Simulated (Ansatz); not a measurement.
A series of calculations on CH₃Li

### Relaxation

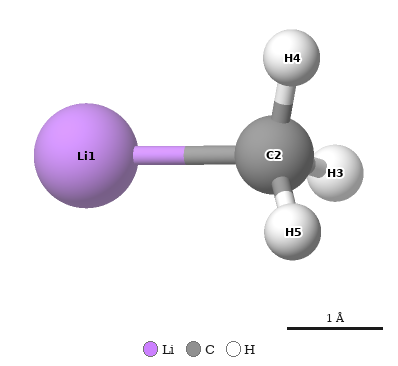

CH3Li (coarse preliminary run), before the relaxation. A ball-and-stick model, seen at a tilt.

The calculation used RKS PBE-D4/def2-SVP (Ansatz 0.2.0).

Input file:
```yaml
crystal:
  periodic: [false, false, false]
  atoms:
    - {symbol: Li, position_ang: [1.450700, 0.874400, -0.782600]}
    - {symbol: C, position_ang: [-0.153900, -0.102600, 0.075700]}
    - {symbol: H, position_ang: [-0.096500, -1.178200, -0.176000]}
    - {symbol: H, position_ang: [-0.039300, 0.050700, 1.172900]}
    - {symbol: H, position_ang: [-1.111100, 0.282100, -0.331400]}
basis:
  gaussian: {orbitals: def2-SVP}
hamiltonian: {xc: pbe, dispersion: d4}
relax: {f_tol: 0.03, max_steps: 250}
```

Predict the outcome.

The largest moves after the best rigid fit, 0.076 Å, are those of C2 and H4. Largest moves by element: C 0.076 Å, H 0.076 Å, Li 0.028 Å. Some distances before and after: Li1–C2 2.065 → 1.980 Å, C2–H3 1.106 → 1.117 Å. Bond angles that change, for instance: H4–C2–H5 113.7° → 105.1°, Li1–C2–H4 105.3° → 113.5°, H3–C2–H4 110.7° → 105.1°. The optimiser took 4 steps. The run took about 3 core-seconds on a shared host.

The structure at the end:

```xyz
5

Li    1.4310    0.8685   -0.8012
C    -0.0886   -0.0759    0.0462
H    -0.0978   -1.1748   -0.1513
H    -0.1069    0.0198    1.1584
H    -1.0877    0.2888   -0.2935
```

The end point in the same view:

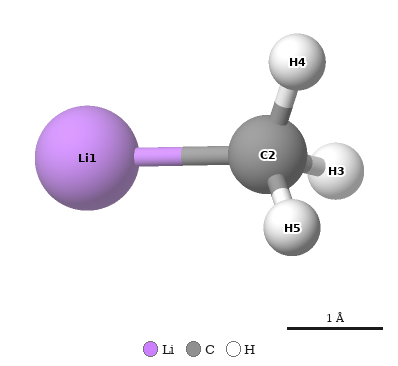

### Scan

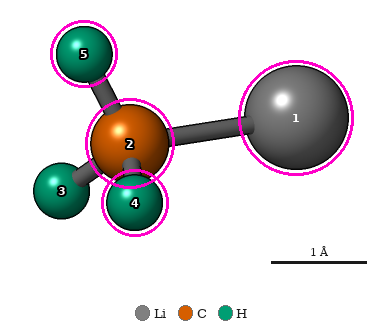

CH₃Li: the C2–H5 distance and the H4–C2–Li1 angle are varied on a grid, with the rest of the molecule carried along rigidly. The picture shows the minimum geometry. The ringed atoms are those of the scanned coordinate. A ball-and-stick model, seen at a tilt.

Single-point energies from Ansatz with PBE-D4 in the def2-TZVPP basis, on geometries moved rigidly from the minimum at PBE0-D4/def2-TZVP. Energies are counted from the PBE0-D4/def2-TZVP minimum geometry at the same level.

Input
```yaml
crystal:
  periodic: [false, false, false]
  atoms:
    - {symbol: Li, position_ang: [1.411402, 0.856502, -0.791456]}
    - {symbol: C, position_ang: [-0.094152, -0.079458, 0.049904]}
    - {symbol: H, position_ang: [-0.092804, -1.159961, -0.151643]}
    - {symbol: H, position_ang: [-0.102781, 0.021241, 1.144388]}
    - {symbol: H, position_ang: [-1.071764, 0.288076, -0.292591]}
basis:
  gaussian: {orbitals: def2-TZVPP}
hamiltonian: {xc: pbe, dispersion: d4}
```

**Give the energy at each point on a grid with rows 0.989, 1.021, 1.068, 1.123, 1.184, 1.249, 1.319 and columns 82.9, 92.9, 102.9, 112.9, 122.9, 132.9, 142.9 (C2–H5 distance (Å); H4–C2–Li1 angle (°)).**

Rows: C2–H5 distance (Å); columns: H4–C2–Li1 angle (°); values in eV.

|  | 82.9 | 92.9 | 102.9 | 112.9 | 122.9 | 132.9 | 142.9 |
| --- | --- | --- | --- | --- | --- | --- | --- |
| 0.989 | 0.539 | 0.381 | 0.282 | 0.257 | 0.318 | 0.473 | 0.730 |
| 1.021 | 0.418 | 0.257 | 0.155 | 0.126 | 0.183 | 0.334 | 0.586 |
| 1.068 | 0.329 | 0.163 | 0.056 | 0.022 | 0.073 | 0.218 | 0.463 |
| 1.123 | 0.329 | 0.158 | 0.045 | 0.004 | 0.048 | 0.185 | 0.423 |
| 1.184 | 0.427 | 0.249 | 0.129 | 0.080 | 0.115 | 0.244 | 0.472 |
| 1.249 | 0.608 | 0.423 | 0.295 | 0.237 | 0.264 | 0.383 | 0.602 |
| 1.319 | 0.861 | 0.668 | 0.530 | 0.464 | 0.480 | 0.589 | 0.797 |

In pairs of (C2–H5 distance (Å); H4–C2–Li1 angle (°)): the lowest computed point lies at (1.123, 112.9) (0.004 eV), the highest at (1.319, 82.9) (0.861 eV).  Over the ranges scanned the energy rises by about as much along both axes.

As a map, interpolated between the computed points (dots):

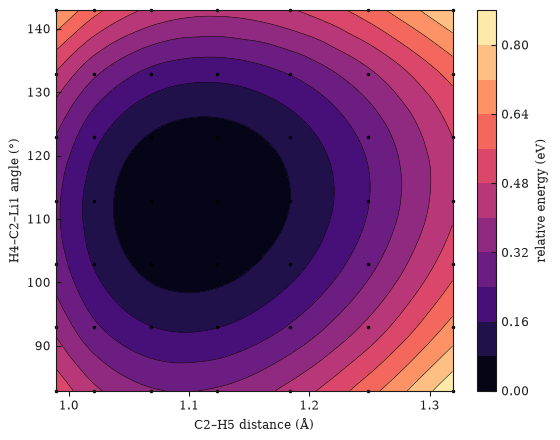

### Energy map

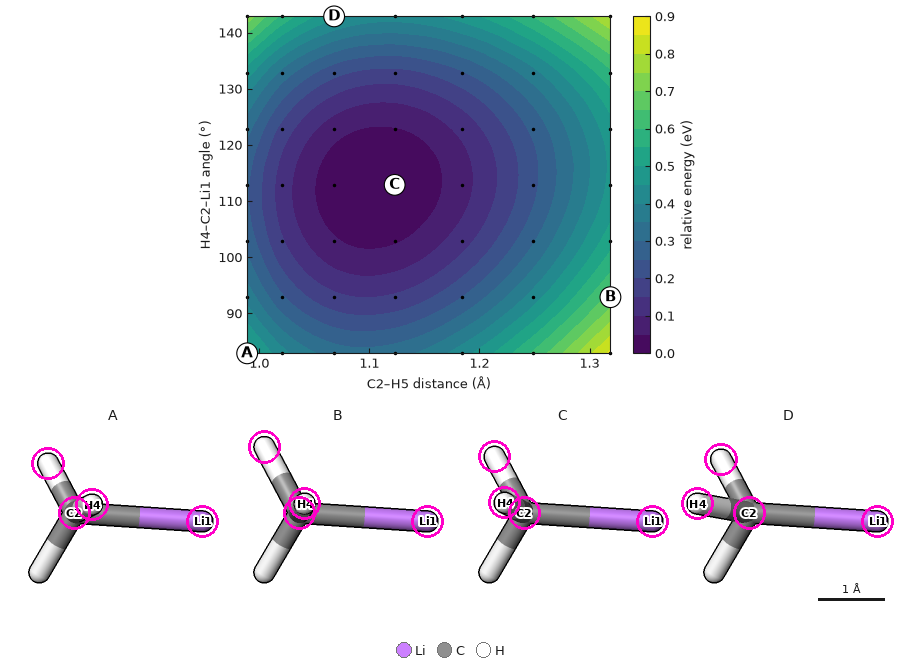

A scan of CH₃Li: one C–H bond length and one H–C–Li angle are varied on a grid, with the rest of the molecule carried along rigidly. The map is interpolated between the computed points (dots). The lettered frames are marked on it. The picture is a stick view, seen from a free direction. The ringed atoms are those of the scanned coordinates.

Level of theory: PBE-D4 (def2-TZVPP, Ansatz), on geometries moved rigidly from the minimum at PBE0-D4/def2-TZVP. Energies are counted from the PBE0-D4/def2-TZVP minimum geometry at the same level.

Question: What does the map show?

Answer: In pairs of (C2–H5 distance (Å); H4–C2–Li1 angle (°)): the lowest computed point lies at (1.123, 112.9) (0.004 eV), the highest at (1.319, 82.9) (0.861 eV).  Over the ranges scanned the energy rises by about as much along both axes. The frames lie at A (0.989, 82.9): 0.539 eV, B (1.319, 92.9): 0.668 eV, C (1.123, 112.9): 0.004 eV, D (1.068, 142.9): 0.463 eV.
